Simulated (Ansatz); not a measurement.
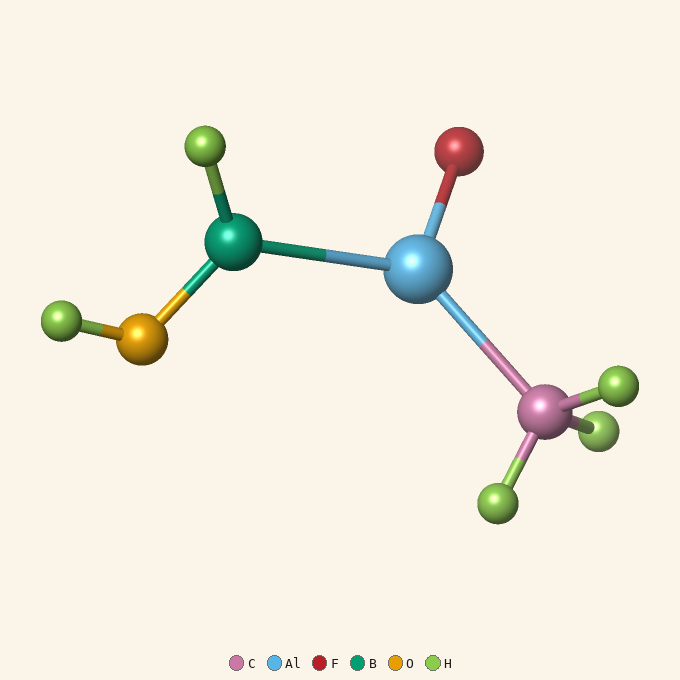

Ball-and-stick drawing of a structure.

> Which formula does it have?

CH5AlBFO, 10 atoms: 1 carbon, 5 hydrogen, 1 aluminium, 1 boron, 1 fluorine and 1 oxygen.

> What is the point group of this geometry?

C1.

> What is its SMILES?

[CH3][Al]([F])[BH]O

> Count the bonded pairs by element.

3 C–H, 1 C–Al, 1 Al–F, 1 Al–B, 1 B–O, 1 B–H, 1 O–H.

More results for the same structure follow; atom numbers are the same in all pictures, views and colours differ. The geometry was computed by an optimisation with PBE0-D4/def2-TZVP.

Geometry

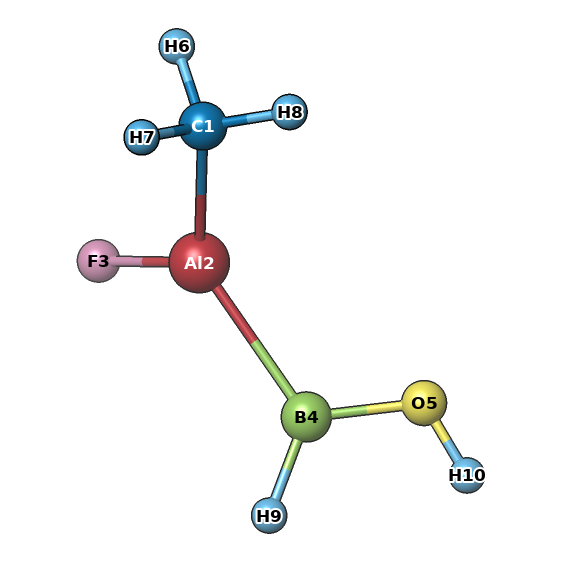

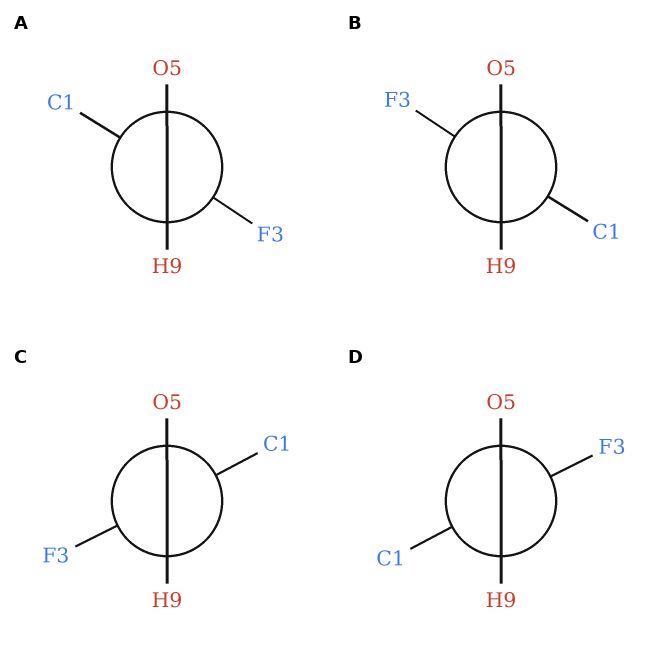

Distant atoms are faded towards the background colour. Bonds that would overlap in a projection are set slightly apart.

> Which Newman projection shows the view along B4–Al2, with B4 in front?

A. The torsion angle O5–B4–Al2–F3 is 124°, anticlinal.

Charges

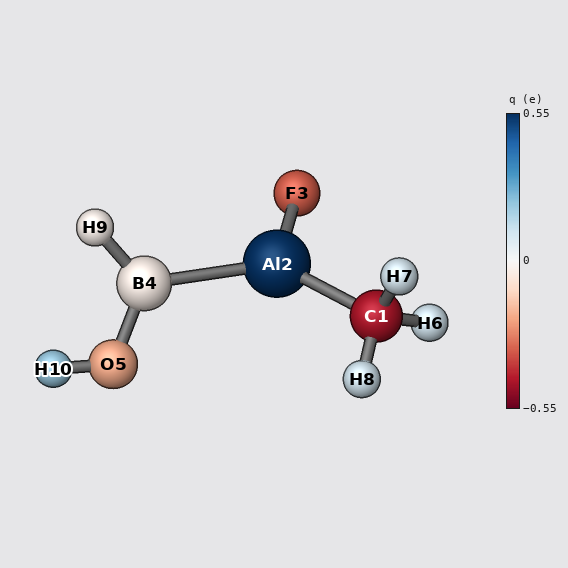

Atoms are coloured by their Mulliken charges. Properties computed with RKS PBE-D4/def2-TZVPP (Ansatz 0.2.0).

Give the Mulliken charges atom by atom.

| atom | value (e) |
| --- | --- |
| C1 | −0.44 |
| Al2 | 0.54 |
| F3 | −0.33 |
| B4 | −0.04 |
| O5 | −0.20 |
| H6 | 0.10 |
| H7 | 0.09 |
| H8 | 0.10 |
| H9 | −0.03 |
| H10 | 0.20 |

Levels of theory compared

Program: Ansatz 0.2.0.

At this fixed geometry, give HOMO–LUMO gap (eV) at these levels: BLYP-D4/def2-TZVPP; CAM-B3LYP-D4/def2-TZVPP; HSE06 (plane-wave form)-D4/def2-TZVPP; PBE-D4/def2-TZVPP; PBE0-D4/def2-QZVPP; PBE0-D4/def2-SVP; SPW92 (LDA)/def2-TZVPP; r2SCAN0-D4/def2-TZVPP; revPBE-D4/def2-TZVPP; ωB97M-V/def2-SVP; ωB97M-V/def2-TZVPP; ωB97X-V/def2-TZVPP.

```json
{"level": "BLYP-D4/def2-TZVPP", "HOMO–LUMO gap (eV)": "3.51"}
{"level": "CAM-B3LYP-D4/def2-TZVPP", "HOMO–LUMO gap (eV)": "7.97"}
{"level": "HSE06 (plane-wave form)-D4/def2-TZVPP", "HOMO–LUMO gap (eV)": "4.79"}
{"level": "PBE-D4/def2-TZVPP", "HOMO–LUMO gap (eV)": "3.45"}
{"level": "PBE0-D4/def2-QZVPP", "HOMO–LUMO gap (eV)": "5.54"}
{"level": "PBE0-D4/def2-SVP", "HOMO–LUMO gap (eV)": "5.63"}
{"level": "SPW92 (LDA)/def2-TZVPP", "HOMO–LUMO gap (eV)": "3.30"}
{"level": "r2SCAN0-D4/def2-TZVPP", "HOMO–LUMO gap (eV)": "5.85"}
{"level": "revPBE-D4/def2-TZVPP", "HOMO–LUMO gap (eV)": "3.51"}
{"level": "ωB97M-V/def2-SVP", "HOMO–LUMO gap (eV)": "9.65"}
{"level": "ωB97M-V/def2-TZVPP", "HOMO–LUMO gap (eV)": "9.51"}
{"level": "ωB97X-V/def2-TZVPP", "HOMO–LUMO gap (eV)": "9.96"}
```

Dipole moment

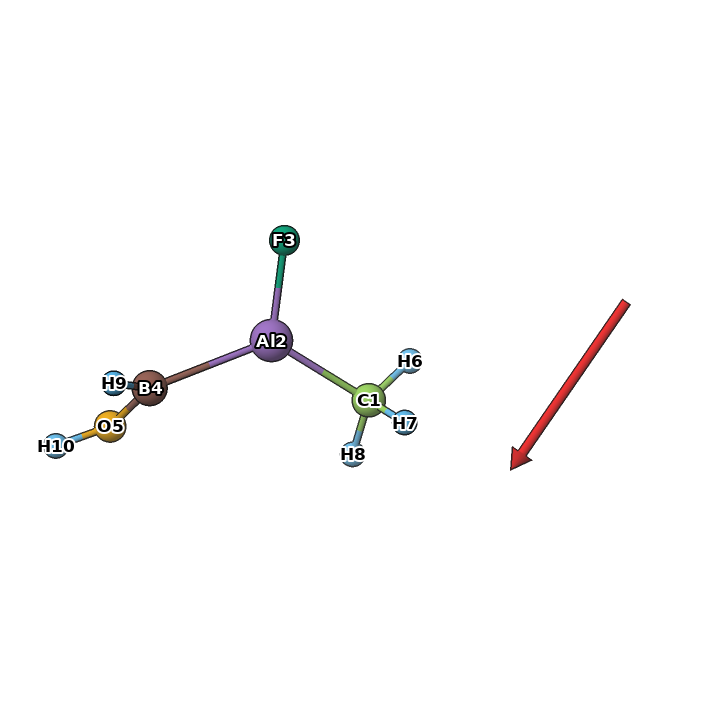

The arrow beside the molecule shows the direction of the dipole moment, from the negative to the positive end (its length means nothing). Properties computed with RKS r2SCAN-D4/def2-TZVPP (Ansatz 0.2.0).

> Estimate the dipole moment.

2.74 D; it points from the side of F3 to the side of H10 (the outermost atoms at the two ends).

Mulliken values depend strongly on the basis set and can even reverse the polarity of a bond.
